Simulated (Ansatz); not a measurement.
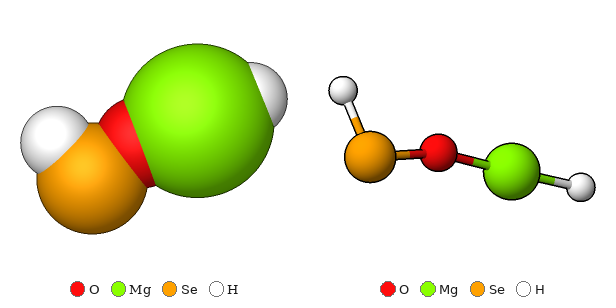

The same structure drawn twice, from different directions.

Computed geometry: PBE0-D4/def2-TZVP optimisation. No frequency run is at hand to confirm it as a minimum.

Question: What is the molecular formula?

Answer: H2MgOSe, 5 atoms: 2 hydrogen, 1 magnesium, 1 oxygen and 1 selenium.

Question: Count the bonded pairs by element.

Answer: 1 Mg–O, 1 O–Se, 1 Mg–H, 1 Se–H. Sticks follow a distance rule.

More results for the same structure follow; atom numbers are the same in all pictures, views and colours differ.

## Geometry

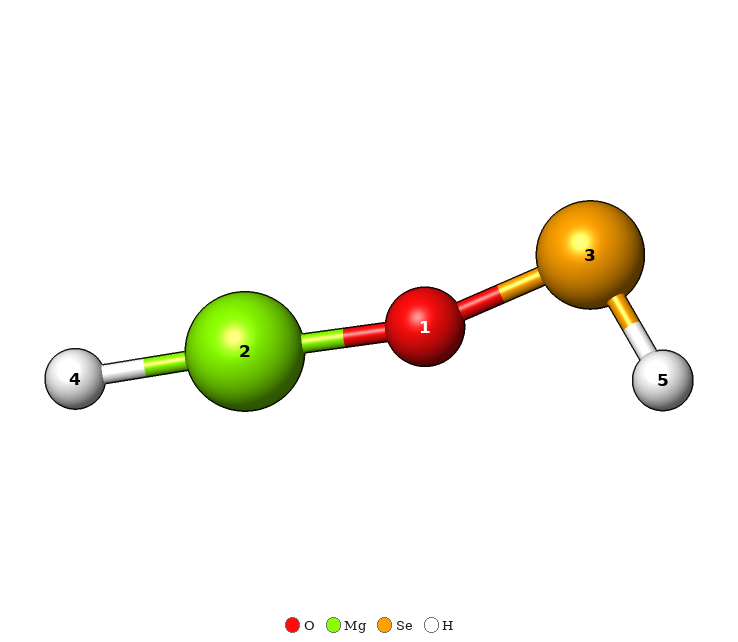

Numbered structure. No frequency run is at hand to confirm it as a minimum.

Estimate the angles Mg2–O1–Se3, O1–Mg2–H4, O1–Se3–H5.

```
     angle  degrees
Mg2–O1–Se3    163.7
 O1–Mg2–H4    178.6
 O1–Se3–H5     97.4
```

## Electronic properties

No frequency run is at hand to confirm it as a minimum. Level of theory: RKS PBE0-D4/def2-TZVPP (Ansatz 0.2.0).

What does the calculation give?

- HOMO energy (Kohn–Sham orbital): −5.62 eV
- LUMO energy (Kohn–Sham orbital): −1.22 eV
- HOMO–LUMO gap: 4.40 eV

## Dipole moment

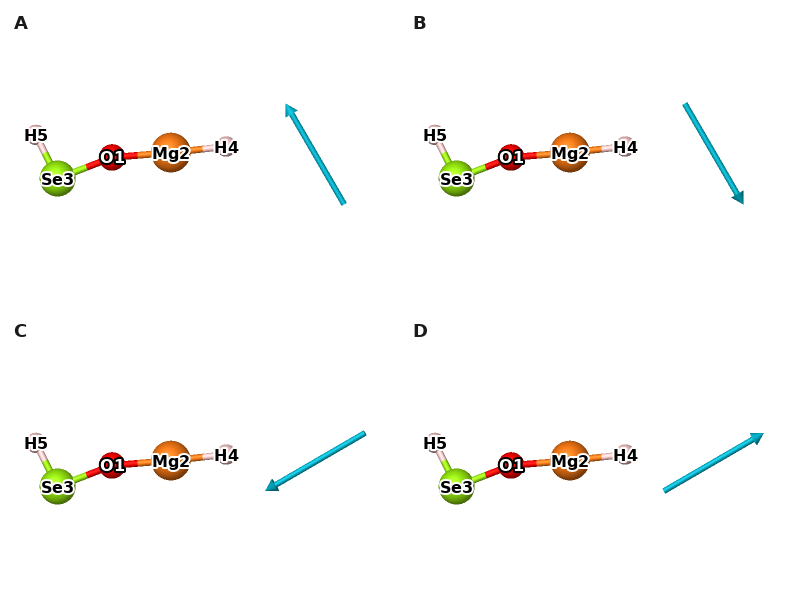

The same molecule four times, each with an arrow. No frequency run is at hand to confirm it as a minimum. Properties computed with RKS PBE0-D4/def2-TZVP (Ansatz 0.2.0).

Question: Which arrow points along the dipole moment, from the negative to the positive end?

Answer: D. The dipole moment is 0.93 D; it points from the side of Se3, H5 to the side of H4 (the outermost atoms at the two ends).

## Charges

The questions are on Mulliken charges. No frequency run is at hand to confirm it as a minimum. Method: RKS PBE0-D4/def2-TZVP (Ansatz 0.2.0).

Give the Mulliken charges atom by atom.

| atom | value (e) |
| --- | --- |
| O1 | −0.69 |
| Mg2 | 0.70 |
| Se3 | 0.02 |
| H4 | −0.13 |
| H5 | 0.10 |

Mulliken values depend strongly on the basis set and can even reverse the polarity of a bond.
